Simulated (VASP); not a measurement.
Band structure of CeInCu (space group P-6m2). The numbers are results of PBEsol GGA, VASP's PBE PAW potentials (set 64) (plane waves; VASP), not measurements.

The run has a spin-polarised start. Unless said otherwise, spin-orbit coupling is left out, though it shifts the bands of the heavy elements here.

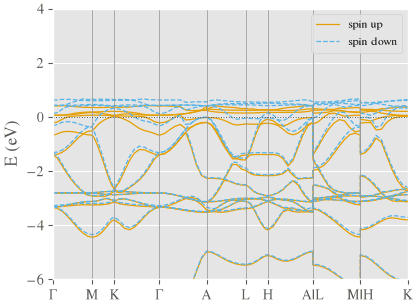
Bands along high-symmetry lines, zero at the valence-band maximum or, without a gap, the Fermi level

Question: Read the plot: is there a gap, and where are the band edges?

Answer: It has no gap at this level: it comes out as a metal or semimetal. (Edges off the drawn lines would not show.)

The structure comes from a computed database's CeInCu entry (P-6m2); how it stands against other phases isn't given here. It was relaxed first, which changed the volume by -8 %.
